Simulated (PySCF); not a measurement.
Consider C5H7OP.

```yaml
atoms:
  - { symbol: C, position_ang: [-2.0642, -0.2464, 0.0422] }
  - { symbol: C, position_ang: [-0.5818, -0.1943, 0.0069] }
  - { symbol: C, position_ang: [0.2957, -1.2057, 0.0623] }
  - { symbol: C, position_ang: [1.6982, -0.8225, -0.0020] }
  - { symbol: C, position_ang: [1.9377, 0.4895, -0.1143] }
  - { symbol: P, position_ang: [0.3544, 1.3659, -0.1216] }
  - { symbol: O, position_ang: [0.0336, 2.3011, -1.2006] }
  - { symbol: H, position_ang: [-2.4680, 0.4475, -0.6950] }
  - { symbol: H, position_ang: [-2.4290, -1.2508, -0.1640] }
  - { symbol: H, position_ang: [-2.4328, 0.0627, 1.0215] }
  - { symbol: H, position_ang: [0.0164, -2.2459, 0.1323] }
  - { symbol: H, position_ang: [2.4681, -1.5786, 0.0286] }
  - { symbol: H, position_ang: [2.9062, 0.9532, -0.1745] }
  - { symbol: H, position_ang: [0.2647, 1.9238, 1.1561] }
```

Geometry: GFN2-xTB.

Level of theory: PySCF 2.14.0, CAM-B3LYP/def2-SVPD, SCF density, gas phase.

Question: What can the converged electron density and electron localisation function tell about the bonding?

Answer: C–C (1.34 Å): ρ is about 2.3 e/Å³ halfway; the ELF peaks at about 0.95 between the atoms; a short, multiple covalent bond.
C–P (1.81 Å): ρ is about 1.2 e/Å³ halfway; the ELF peaks at about 0.95 between the atoms: localised, covalent bonding.
C–H (1.08 Å): ρ is about 2 e/Å³ halfway; the ELF climbs to about 1 towards the hydrogen, as it does in any bond to H (a covalent bond by its length).
C–C (1.46 Å): ρ is about 1.9 e/Å³ halfway; the ELF peaks at about 0.95 between the atoms, as expected for localised, covalent bonding.

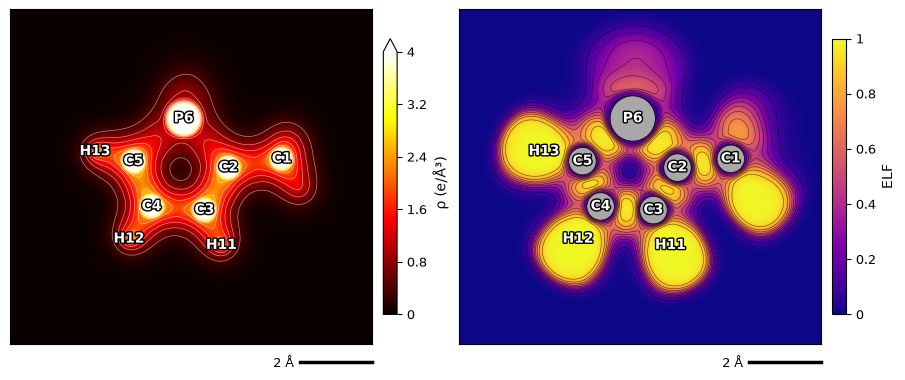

Computed electron density and electron localisation function on the plane of atoms C5, C4 and H12, in this order. Grey discs cover the atomic cores in the ELF map. 
